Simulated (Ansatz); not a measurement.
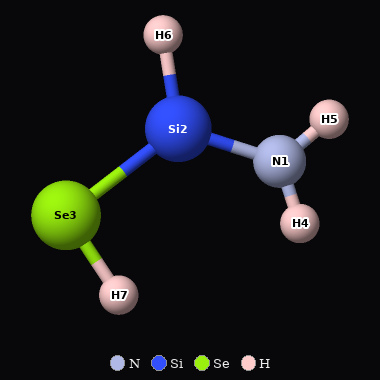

The system is H4NSeSi, SMILES N[SiH+][SeH], charge +1; the picture shows the reference structure. First axis: bond length Si2–Se3. Second axis: dihedral N1–Si2–Se3–H7. Nothing is relaxed (all other coordinates rigid). Grid: 15 × 15 points; 120 points were computed and 105 follow by symmetry. Points are written as (first, second). All energies are given in kJ/mol relative to the lowest grid point. The reference is spin-restricted, which grows unreliable where a bond is stretched far. Computed with RHF/def2-TZVP (Ansatz 0.2.0).

Its coordinates:

```yaml
atoms:
  - { symbol: N, position_ang: [-1.1273, 0.2136, -0.1199] }
  - { symbol: Si, position_ang: [0.4577, 0.5646, 0.0463] }
  - { symbol: Se, position_ang: [2.0521, -0.9167, 0.2202] }
  - { symbol: H, position_ang: [-1.5160, -0.7046, -0.1574] }
  - { symbol: H, position_ang: [-1.8242, 0.9262, -0.1963] }
  - { symbol: H, position_ang: [0.8124, 1.9731, 0.0785] }
  - { symbol: H, position_ang: [1.1453, -2.0562, 0.1285] }
```

Range: bond length Si2–Se3 from 1.790 to 3.275 Å; dihedral N1–Si2–Se3–H7 from −180 to 156°.

**What will the energy surface look like?**

The lowest grid point is at (2.214 Å, −180°); the map holds 2 wells of about this depth. The highest grid point, (1.790 Å, −84°), lies 311 kJ/mol above the lowest. On the interpolated surface the easiest way out of the lowest well to a well of about the same depth near (2.214 Å, −12°) passes a barrier of about 30 kJ/mol. Round the minimum the two coordinates are nearly uncoupled.

```csv
"dihedral N1–Si2–Se3–H7 ↓, bond length Si2–Se3 →",1.790,1.896,2.002,2.108,2.214,2.321,2.427,2.533,2.639,2.745,2.851,2.957,3.063,3.169,3.275
156,259,120,44,10,4,17,41,71,105,140,175,209,241,272,301
132,280,138,59,23,15,25,47,76,108,142,176,210,242,273,302
108,303,158,76,37,26,34,54,81,112,144,178,211,242,273,302
84,311,165,81,41,29,36,55,82,112,145,178,211,242,273,301
60,296,152,70,32,22,31,51,79,110,143,177,210,242,272,301
36,271,130,52,17,10,21,44,73,106,141,175,209,241,272,301
12,254,115,40,6,1,14,39,69,103,139,174,208,241,272,301
−12,254,115,40,6,1,14,39,69,103,139,174,208,241,272,301
−36,271,130,52,17,10,21,44,73,106,141,175,209,241,272,301
−60,296,152,70,32,22,31,51,79,110,143,177,210,242,272,301
−84,311,165,81,41,29,36,55,82,112,145,178,211,242,273,301
−108,303,158,76,37,26,34,54,81,112,144,178,211,242,273,302
−132,280,138,59,23,15,25,47,76,108,142,176,210,242,273,302
−156,259,120,44,10,4,17,41,71,105,140,175,209,241,272,301
−180,251,113,37,5,0,14,38,69,104,139,174,208,241,272,301
```

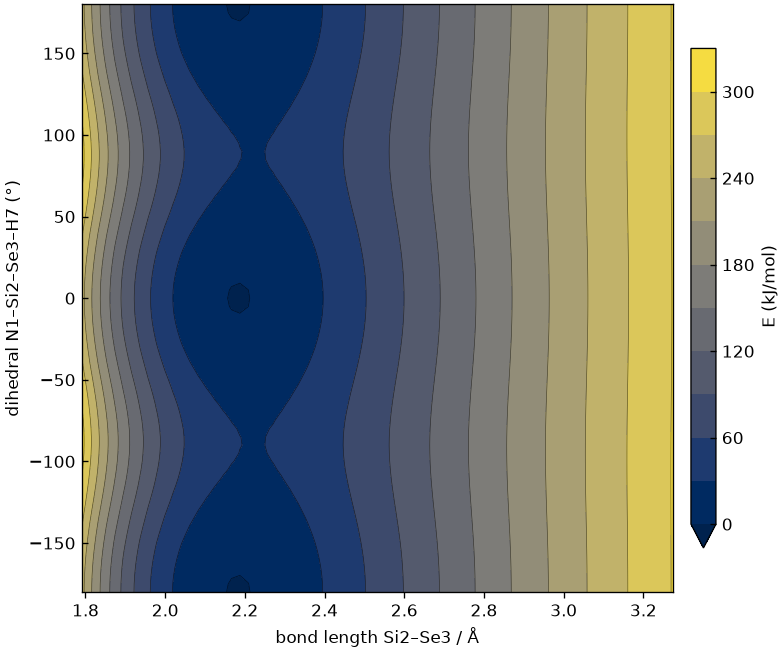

In the figure: filled contours. Between grid points the surface is interpolated.

The whole map (120 points run) took 7.7 min on 1 thread of Arm Neoverse V1 (shared host).
